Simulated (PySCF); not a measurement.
## Electronic structure of C6H10F2SSi in real space

Input

```
{"job": {"kind": "nmr", "xc": "PBE0", "basis": "pcSseg-1"}, "charge": 0, "multiplicity": 1}
C      3.290421    -0.603729    -0.997082
S      1.755868    -1.583521    -0.904765
Si     0.598323    -0.374654     0.433603
C     -1.056843    -1.235432     0.762270
C     -2.198197    -0.208855     0.763054
C     -2.263091     0.526766    -0.539013
C     -1.221182     1.180539    -1.030397
F     -1.303070     1.782758    -2.242250
C      0.099655     1.317567    -0.353962
F     -0.008153     2.222686     0.705721
H      3.075019     0.386550    -1.382897
H      3.952917    -1.128705    -1.676402
H      3.740888    -0.541648    -0.012249
H      1.373778    -0.045084     1.630048
H     -1.040756    -1.754793     1.719371
H     -1.252515    -1.987986    -0.003298
H     -2.038078     0.500813     1.578263
H     -3.148837    -0.712366     0.942269
H     -3.185488     0.508300    -1.098537
H      0.824192     1.761471    -1.043082
```

Command:

```sh
OMP_NUM_THREADS=1 python probes_run.py task.json out
```

Geometry: GFN2-xTB.

Theory: PySCF, PBE0/pcSseg-1, SCF density, gas phase, non-relativistic.

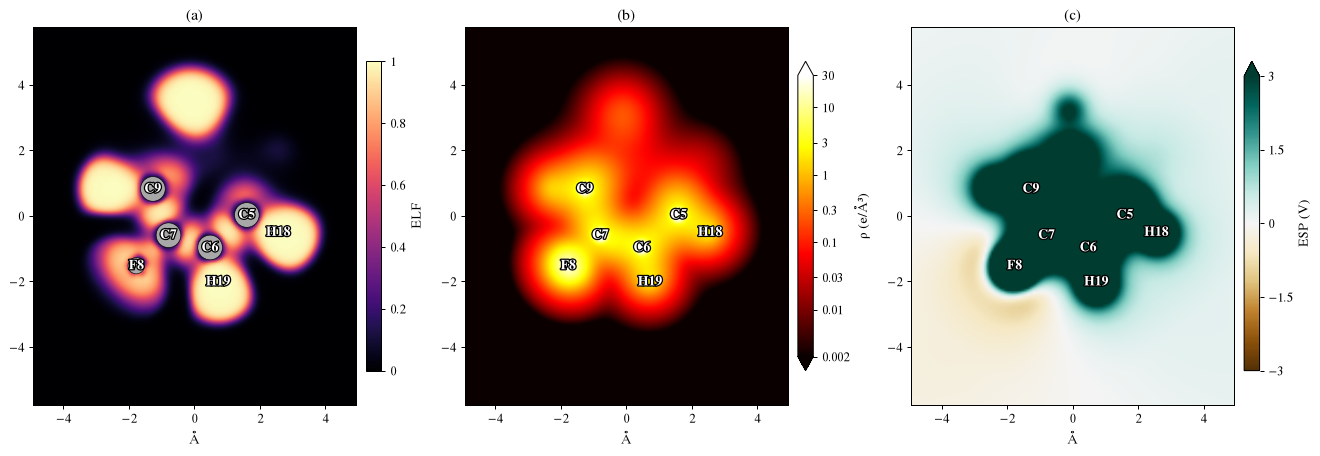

Figure 1. (a) electron localisation function; (b) electron density; (c) electrostatic potential on the plane of atoms C6, C5 and H18. Grey discs cover the atomic cores in the ELF map.

Describe what can be read from this map.

Answer. Atoms in the plane: C, F and H. C–C (1.32 Å): ρ at the midpoint is about 2.4 e/Å³; the ELF peaks at about 0.90 between the atoms: a multiple bond. C–F (1.36 Å): the density is about 2.2 e/Å³ at the midpoint, with its minimum of 1.7 e/Å³ about 0.5 Å from C; the ELF peaks at about 0.85 between the atoms; a polar covalent bond. C–H (1.08 Å): the density is about 2 e/Å³ at the midpoint; the ELF climbs to about 1 towards the hydrogen, as it does in any bond to H; an ordinary covalent bond to hydrogen. The ELF also peaks beside F8, away from the bonds: lone-pair regions. Outside the dense part of the molecule the potential is most negative (−0.9 V) near F8.

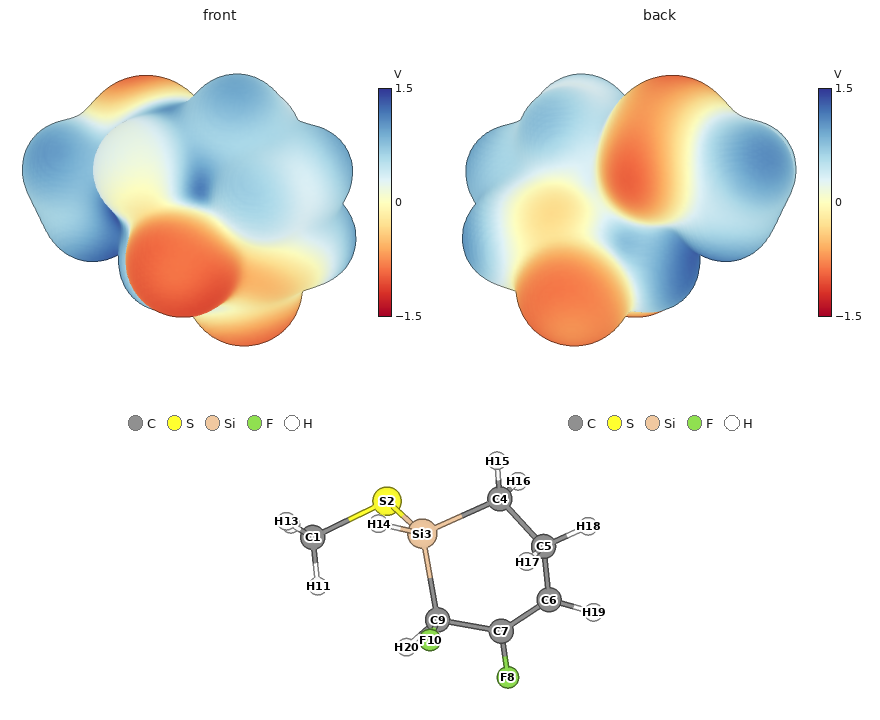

Figure 2. The electrostatic potential painted on the density surface at 0.002 e/bohr³, seen from the front and from behind; the colour scale runs from red (negative) to blue (positive). The bare structure is drawn below in the same view.

Describe the electrostatic potential map.

Answer. The most negative region (about −1.0 V) lies over F10, the most positive (about +1.3 V) over Si3, H11 and H20.

How polar is the molecule by this calculation?

Answer. Its dipole moment is 1.51 D.
